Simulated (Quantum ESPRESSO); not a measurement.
# Work-function anisotropy of Ni, part 4 of 6

Aim: the work function of the low-index faces of Ni, their order, and how far the functional matters.

Quantum ESPRESSO 7.5; plane-wave DFT, PBE, PseudoDojo norm-conserving pseudopotentials.

So far. Step 6 (Electrostatic potential of (111)): On (111) the work function under PBEsol lies +0.14 eV from PBE's. Step 7 (Relaxing the ions of (100), PBE): The relaxation lowers the energy by 5 meV an atom. On the free atoms the largest force ends at 0.025 eV/Å.

### 8. Ground state of (100), PBE

Level of this step: plane-wave DFT, PBE, PseudoDojo norm-conserving pseudopotentials (Quantum ESPRESSO 7.5).

Contents of 100.pbe.in:

```
&control
  prefix = '100.pbe'
  outdir = './out'
  pseudo_dir = './pseudo'
  calculation = 'scf'
  tprnfor = .true.
/
&system
  ibrav = 0
  nat = 5
  ntyp = 1
  ecutwfc = 90
  ecutrho = 360
  occupations = 'smearing'
  smearing = 'mv'
  degauss = 0.02
  nspin = 2
  starting_magnetization(1) = 0.12
/
&electrons
  conv_thr = 1e-07
  mixing_beta = 0.4
  electron_maxstep = 120
  mixing_mode = 'local-TF'
/
ATOMIC_SPECIES
  Ni  58.6934  Ni.dojo-sr-pbe-0.4.1-standard.upf
CELL_PARAMETERS angstrom
  2.48901586977665 0.00000000000000 0.00000000000000
  0.00000000000000 2.48901586977665 0.00000000000000
  0.00000000000000 0.00000000000000 23.04000000000000
ATOMIC_POSITIONS crystal
  Ni  0.000000000000 0.000000000000 0.349680888500
  Ni  0.500000000000 0.500000000000 0.422974538000
  Ni  0.000000000000 0.000000000000 0.500000000000
  Ni  0.500000000000 0.500000000000 0.577025462000
  Ni  0.000000000000 0.000000000000 0.650319111500
K_POINTS automatic
  12 12 1 0 0 0
```

The run is started by

```sh
OMP_NUM_THREADS=1 mpirun -n 4 pw.x -nk 4 -in 100.pbe.in > 100.pbe.out
```

What it wrote:

```text
[banner, memory and clock lines left out]
Program PWSCF v.7.5 starts
[citation notice left out]

[...]
Message from routine setup:
[...]
bravais-lattice index     =            0
     lattice parameter (alat)  =       4.7036  a.u.
     unit-cell volume          =     963.2398 (a.u.)^3
     number of atoms/cell      =            5
     number of atomic types    =            1
     number of electrons       =        90.00
     number of Kohn-Sham states=           54
     kinetic-energy cutoff     =      90.0000  Ry
     charge density cutoff     =     360.0000  Ry
     scf convergence threshold =      1.0E-07
     mixing beta               =       0.4000
     number of iterations used =            8  local-TF  mixing
     Exchange-correlation= PBE
                           (   1   4   3   4   0   0   0)

[...]
PseudoPot. # 1 for Ni read from file:
     ./pseudo/Ni.dojo-sr-pbe-0.4.1-standard.upf
     Pseudo is Norm-conserving + core correction, Zval = 18.0
     Generated using ONCVPSP code by D. R. Hamann
     Using radial grid of 1372 points,  6 beta functions with:
                l(1) =   0
                l(2) =   0
                l(3) =   1
                l(4) =   1
                l(5) =   2
                l(6) =   2

     atomic species   valence    mass     pseudopotential
     Ni               18.00    58.69340     Ni( 1.00)

     Starting magnetic structure
     atomic species   magnetization
     Ni              0.120

     16 Sym. Ops., with inversion, found

[...]
number of k points=    28  Marzari-Vanderbilt smearing, width (Ry)=  0.0200
[...]
Dense  grid:   111047 G-vectors     FFT dimensions: (  30,  30, 270)

     Generating pointlists ...
     new r_m :   0.4042 (alat units)  1.9013 (a.u.) for type    1

     Initial potential from superposition of free atoms

     starting charge      89.9989, renormalised to      90.0000

     negative rho (up, down):  5.946E-06 4.672E-06
     Starting wfcs are   50 randomized atomic wfcs +    4 random wfcs

     per-process dynamical memory:   258.4 Mb

     Self-consistent Calculation

     iteration #  1     ecut=    90.00 Ry     beta= 0.40
     Davidson diagonalization with overlap
     ethr =  1.00E-02,  avg # of iterations =  4.4

     negative rho (up, down):  4.319E-08 4.364E-08

     total energy              =   -1677.73251317 Ry
     estimated scf accuracy    <       1.65829782 Ry

     total magnetization       =     4.60 Bohr mag/cell
     absolute magnetization    =     4.90 Bohr mag/cell

     iteration #  2     ecut=    90.00 Ry     beta= 0.40
[...]
total energy              =   -1677.74282898 Ry
     estimated scf accuracy    <       0.71677181 Ry

     total magnetization       =     4.16 Bohr mag/cell
     absolute magnetization    =     4.60 Bohr mag/cell

     iteration #  3     ecut=    90.00 Ry     beta= 0.40
[...]
total energy              =   -1677.75893347 Ry
     estimated scf accuracy    <       1.41521907 Ry

     total magnetization       =     4.10 Bohr mag/cell
     absolute magnetization    =     4.57 Bohr mag/cell

     iteration #  4     ecut=    90.00 Ry     beta= 0.40
[...]
total energy              =   -1677.77963660 Ry
     estimated scf accuracy    <       0.08411097 Ry

     total magnetization       =     3.60 Bohr mag/cell
     absolute magnetization    =     4.17 Bohr mag/cell

     iteration #  5     ecut=    90.00 Ry     beta= 0.40
[...]
total energy              =   -1677.78026034 Ry
     estimated scf accuracy    <       0.02743755 Ry

     total magnetization       =     3.50 Bohr mag/cell
     absolute magnetization    =     4.05 Bohr mag/cell

     iteration #  6     ecut=    90.00 Ry     beta= 0.40
[...]
total energy              =   -1677.77621299 Ry
     estimated scf accuracy    <       0.01812662 Ry

     total magnetization       =     3.48 Bohr mag/cell
     absolute magnetization    =     4.03 Bohr mag/cell

[...]
iteration # 14     ecut=    90.00 Ry     beta= 0.40
[...]
negative rho (up, down):  3.070E-04 2.836E-04

[...]
total energy              =   -1677.77483429 Ry
     estimated scf accuracy    <       0.00000491 Ry

     total magnetization       =     3.56 Bohr mag/cell
     absolute magnetization    =     4.09 Bohr mag/cell

     iteration # 15     ecut=    90.00 Ry     beta= 0.40
[...]
negative rho (up, down):  4.574E-05 4.061E-05

[...]
total energy              =   -1677.77483414 Ry
     estimated scf accuracy    <       0.00000097 Ry

     total magnetization       =     3.56 Bohr mag/cell
     absolute magnetization    =     4.09 Bohr mag/cell

     iteration # 16     ecut=    90.00 Ry     beta= 0.40
[...]
negative rho (up, down):  1.043E-05 8.728E-06

[...]
total energy              =   -1677.77483429 Ry
     estimated scf accuracy    <       0.00000019 Ry

     total magnetization       =     3.56 Bohr mag/cell
     absolute magnetization    =     4.09 Bohr mag/cell

     iteration # 17     ecut=    90.00 Ry     beta= 0.40
[...]
Magnetic moment per site  (integrated on atomic sphere of radius R)
     atom   1 (R=0.404)  charge= 16.5238  magn=  0.8069
     atom   2 (R=0.404)  charge= 16.5998  magn=  0.7324
     atom   3 (R=0.404)  charge= 16.5835  magn=  0.7146
     atom   4 (R=0.404)  charge= 16.5998  magn=  0.7324
     atom   5 (R=0.404)  charge= 16.5238  magn=  0.8069

[...]
End of self-consistent calculation

 ------ SPIN UP ------------

          k = 0.0000 0.0000 0.0000 ( 13795 PWs)   bands (ev):

   -99.6229 -99.6209 -99.5154 -99.2573 -99.2573 -60.0794 -60.0448 -59.9673
   -59.9673 -59.9611 -59.9611 -59.9097 -59.8424 -59.8424 -59.6698 -59.6698
   -59.6697 -59.6697 -59.5371 -59.5368  -4.5571  -3.4013  -1.6658  -0.5318
    -0.4922  -0.0478   0.2688   0.8395   1.3535   1.5718   1.6992   1.6992
     2.0284   2.0284   2.2876   2.5840   2.6746   2.6746   2.7599   2.8090
     2.8770   2.9103   3.2191   3.2191   3.2425   3.4004   3.4905   3.4935
     3.4935   4.7287   6.0448   8.7140   9.1364   9.8476

          k = 0.0000 0.0833 0.0000 ( 13799 PWs)   bands (ev):

   -99.6220 -99.6201 -99.5147 -99.2566 -99.2566 -60.0772 -60.0455 -59.9746
   -59.9719 -59.9661 -59.9604 -59.9077 -59.8493 -59.8421 -59.6770 -59.6770
   -59.6693 -59.6693 -59.5364 -59.5362  -4.3796  -3.2345  -1.5218  -0.4122
    -0.3922   0.0094   0.3162   0.8653   1.3562   1.6140   1.6864   1.7233
     1.8967   2.0185   2.2782   2.4367   2.5662   2.6317   2.7565   2.7699
     2.9541   3.0036   3.0893   3.1037   3.3198   3.3390   3.4506   3.4633
     3.5151   5.0907   6.4603   8.8828   9.3205  10.0123

[...]
the Fermi energy is     4.1229 ev

!    total energy              =   -1677.77483443 Ry
     estimated scf accuracy    <       0.00000002 Ry
     smearing contrib. (-TS)   =       0.00142812 Ry
     internal energy E=F+TS    =   -1677.77626254 Ry

     The total energy is F=E-TS. E is the sum of the following terms:
     one-electron contribution =  -13966.17482915 Ry
     hartree contribution      =    6995.60738384 Ry
     xc contribution           =    -214.13524327 Ry
     ewald contribution        =    5506.92642604 Ry

     total magnetization       =     3.56 Bohr mag/cell
     absolute magnetization    =     4.09 Bohr mag/cell

     convergence has been achieved in  17 iterations

     Forces acting on atoms (cartesian axes, Ry/au):

     atom    1 type  1   force =     0.00000000    0.00000000   -0.00080696
     atom    2 type  1   force =     0.00000000    0.00000000    0.00071047
     atom    3 type  1   force =     0.00000000    0.00000000    0.00000000
     atom    4 type  1   force =     0.00000000    0.00000000   -0.00071047
     atom    5 type  1   force =     0.00000000    0.00000000    0.00080696

     Total force =     0.001520     Total SCF correction =     0.000896
     SCF correction compared to forces is large: reduce conv_thr to get better values

[...]
```

The job ended after 3.7 min (4 MPI ranks of Arm Neoverse V2, shared host; peak memory 1.4 GiB; 15 min of CPU time).

Read from the output:

| Quantity | Value |
| --- | --- |
| free energy | -22827.2895 eV |
| Fermi energy | 4.123 eV |
| magnetization | 3.56 μB |
| absolute magnetization | 4.09 μB |
| site moments | 0.8069, 0.7324, 0.7146, 0.7324, 0.8069 μB |

### 9. Electrostatic potential of (100)

Contents of 100.pbe.pot.in:

```
&inputpp
  prefix = '100.pbe'
  outdir = './out'
  filplot = '100.pbe.pot.dat'
  plot_num = 11
/
```

The run is started by

```sh
OMP_NUM_THREADS=1 mpirun -n 4 pp.x -in 100.pbe.pot.in > 100.pbe.pot.out
```

What it wrote:

```text
[banner, memory and clock lines left out]
Program POST-PROC v.7.5 starts
[citation notice left out]

[...]
./out/100.pbe.save/

[...]
Calling punch_plot, plot_num =  11
     Writing data to file  100.pbe.pot.dat
     Message from routine chdens:
     namelist plot not found or invalid, exiting
```

Wall time 0.75 s (4 MPI ranks); peak memory 0.12 GiB; 2.7 s of CPU time.

Read from the output:

| Item | Value |
| --- | --- |
| work function of the upper face | 4.901 eV |
| slope of the potential above | 1.39e-4 eV/Å |
| upper vacuum line continued to the top atoms, over the Fermi level | 4.900 eV |
| work function of the lower face | 4.901 eV |
| slope of the potential below | -1.05e-4 eV/Å |
| lower vacuum line continued to the bottom atoms, over the Fermi level | 4.900 eV |

The potential energy, planar mean oscillates, so the rows of the table below give means over windows of 1.79 Å about each position, cut where the curve ends. Its maxima inside the range that stand out by 2 % of the span (Å: eV): 8.9: -2.82, 10.7: -2.06, 12.4: -2.06, 14.2: -2.82. Its minima: 8.0: -23.6, 9.7: -23.9, 11.5: -23.8, 13.3: -23.9, 15.0: -23.6.

Electrostatic potential energy of an electron; zero at the Fermi level. Potential energy, planar mean against z; means over each step:

| z (Å) | potential energy, planar mean (eV) |
| --- | --- |
| 0.90 | 4.90 |
| 2.69 | 4.90 |
| 4.47 | 4.89 |
| 6.27 | 4.03 |
| 8.05 | -10.8 |
| 9.84 | -11.3 |
| 11.63 | -11.1 |
| 13.43 | -11.4 |
| 15.21 | -10.2 |
| 17.00 | 4.41 |
| 18.79 | 4.90 |
| 20.59 | 4.90 |
| 22.38 | 4.90 |

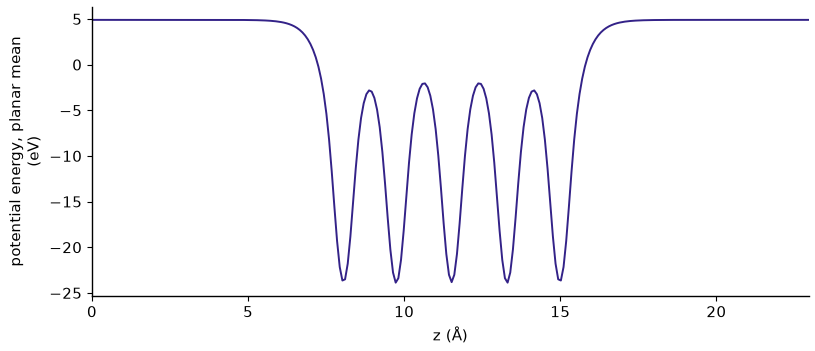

Potential energy, planar mean, plotted against z.

### 10. SCF with pw.x of (100), PBEsol

Level of this step: plane-wave DFT, PBEsol, PseudoDojo norm-conserving pseudopotentials (Quantum ESPRESSO 7.5).

100.pbesol.in is the input of step 8 with these lines changed:

```diff
@@ -1,3 +1,3 @@
 &control
-  prefix = '100.pbe'
+  prefix = '100.pbesol'
   outdir = './out'
@@ -26,3 +26,3 @@
 ATOMIC_SPECIES
-  Ni  58.6934  Ni.dojo-sr-pbe-0.4.1-standard.upf
+  Ni  58.6934  Ni.dojo-sr-pbesol-0.4.1-standard.upf
 CELL_PARAMETERS angstrom
```

The run is started by

```sh
OMP_NUM_THREADS=1 mpirun -n 4 pw.x -nk 4 -in 100.pbesol.in > 100.pbesol.out
```

What it wrote:

```text
[banner, memory and clock lines left out]
Program PWSCF v.7.5 starts
[...]
Message from routine setup:
[...]
number of electrons       =        90.00
     number of Kohn-Sham states=           54
     kinetic-energy cutoff     =      90.0000  Ry
     charge density cutoff     =     360.0000  Ry
[...]
number of k points=    28  Marzari-Vanderbilt smearing, width (Ry)=  0.0200
[...]
Dense  grid:   111047 G-vectors     FFT dimensions: (  30,  30, 270)
[...]
negative rho (up, down):  5.909E-06 4.642E-06
     Starting wfcs are   50 randomized atomic wfcs +    4 random wfcs
[...]
negative rho (up, down):  1.742E-08 1.744E-08
[...]
estimated scf accuracy    <       1.53600759 Ry
     total magnetization       =     4.64 Bohr mag/cell
     absolute magnetization    =     4.94 Bohr mag/cell
[...]
estimated scf accuracy    <       0.69231750 Ry
     total magnetization       =     4.18 Bohr mag/cell
     absolute magnetization    =     4.61 Bohr mag/cell
[...]
estimated scf accuracy    <       1.38156526 Ry
     total magnetization       =     4.12 Bohr mag/cell
     absolute magnetization    =     4.56 Bohr mag/cell
[...]
estimated scf accuracy    <       0.05323469 Ry
     total magnetization       =     3.58 Bohr mag/cell
     absolute magnetization    =     4.12 Bohr mag/cell
[...]
estimated scf accuracy    <       0.02807685 Ry
     total magnetization       =     3.52 Bohr mag/cell
     absolute magnetization    =     4.03 Bohr mag/cell
[...]
estimated scf accuracy    <       0.01632856 Ry
     total magnetization       =     3.50 Bohr mag/cell
     absolute magnetization    =     4.00 Bohr mag/cell
[...]
estimated scf accuracy    <       0.01129859 Ry
     total magnetization       =     3.47 Bohr mag/cell
     absolute magnetization    =     3.93 Bohr mag/cell
[...]
estimated scf accuracy    <       0.01048894 Ry
     total magnetization       =     3.56 Bohr mag/cell
     absolute magnetization    =     4.01 Bohr mag/cell
[...]
negative rho (up, down):  3.236E-03 2.793E-03
[...]
estimated scf accuracy    <       0.00248952 Ry
     total magnetization       =     3.55 Bohr mag/cell
     absolute magnetization    =     4.02 Bohr mag/cell
[...]
negative rho (up, down):  4.791E-03 4.540E-03
[...]
estimated scf accuracy    <       0.00129804 Ry
     total magnetization       =     3.57 Bohr mag/cell
     absolute magnetization    =     4.07 Bohr mag/cell
[...]
negative rho (up, down):  4.542E-03 4.292E-03
[...]
estimated scf accuracy    <       0.00111798 Ry
     total magnetization       =     3.56 Bohr mag/cell
     absolute magnetization    =     4.07 Bohr mag/cell
[...]
negative rho (up, down):  2.234E-03 2.112E-03
[...]
estimated scf accuracy    <       0.00017814 Ry
     total magnetization       =     3.55 Bohr mag/cell
     absolute magnetization    =     4.06 Bohr mag/cell
[...]
negative rho (up, down):  8.333E-04 7.877E-04
[...]
estimated scf accuracy    <       0.00007838 Ry
     total magnetization       =     3.55 Bohr mag/cell
     absolute magnetization    =     4.05 Bohr mag/cell
[...]
negative rho (up, down):  3.279E-04 3.058E-04
[...]
estimated scf accuracy    <       0.00000713 Ry
     total magnetization       =     3.56 Bohr mag/cell
     absolute magnetization    =     4.05 Bohr mag/cell
[...]
negative rho (up, down):  2.704E-05 2.382E-05
[...]
estimated scf accuracy    <       0.00000091 Ry
     total magnetization       =     3.56 Bohr mag/cell
     absolute magnetization    =     4.05 Bohr mag/cell
[...]
negative rho (up, down):  5.337E-06 4.108E-06
[...]
estimated scf accuracy    <       0.00000023 Ry
     total magnetization       =     3.56 Bohr mag/cell
     absolute magnetization    =     4.05 Bohr mag/cell
[...]
the Fermi energy is     3.9821 ev
!    total energy              =   -1676.35211516 Ry
     estimated scf accuracy    <       0.00000001 Ry
     smearing contrib. (-TS)   =       0.00163999 Ry
     internal energy E=F+TS    =   -1676.35375515 Ry
[...]
one-electron contribution =  -13965.85644061 Ry
     hartree contribution      =    6994.62603628 Ry
     xc contribution           =    -212.04977685 Ry
     ewald contribution        =    5506.92642604 Ry
     total magnetization       =     3.56 Bohr mag/cell
     absolute magnetization    =     4.05 Bohr mag/cell
     convergence has been achieved in  17 iterations
[...]
Total force =     0.020988     Total SCF correction =     0.000809
[...]
```

Wall time 3.8 min (4 MPI ranks); peak memory 1.4 GiB; 15 min of CPU time.

Numbers from this step:

| Quantity | Value |
| --- | --- |
| free energy | -22807.9324 eV |
| Fermi energy | 3.982 eV |
| absolute magnetization | 4.05 μB |
| site moments | 0.8048, 0.7265, 0.7108, 0.7265, 0.8048 μB |

### 11. Electrostatic potential of (100)

Contents of 100.pbesol.pot.in:

```
&inputpp
  prefix = '100.pbesol'
  outdir = './out'
  filplot = '100.pbesol.pot.dat'
  plot_num = 11
/
```

The run is started by

```sh
OMP_NUM_THREADS=1 mpirun -n 4 pp.x -in 100.pbesol.pot.in > 100.pbesol.pot.out
```

Run time: 0.76 s. Hardware: 4 MPI ranks; peak memory 0.12 GiB.

This step gave:

| Property | Result |
| --- | --- |
| work function of the upper face | 5.013 eV |
| slope of the potential above | 1.19e-4 eV/Å |
| upper vacuum line continued to the top atoms, over the Fermi level | 5.012 eV |
| work function of the lower face | 5.013 eV |
| slope of the potential below | -8.96e-5 eV/Å |
| lower vacuum line continued to the bottom atoms, over the Fermi level | 5.013 eV |

On (100) the work function under PBEsol lies +0.11 eV from PBE's.

(Part 4 of 6 ends here.)

[Logs are printed without paths, hosts, clocks, repeated set-up lines and the standing remarks that a program may print on its own settings, such as how far it seeks lower states.]

[Hosts, paths, dates, database ids (printed as entryN), source tags and the programs' standing remarks are cut or masked in the printed files.]

[Maps of the electrostatic potential energy from Ansatz leave out the sawtooth potential of an applied field or a dipole correction, so their vacuum need not be flat; planar profiles and work functions include it.]
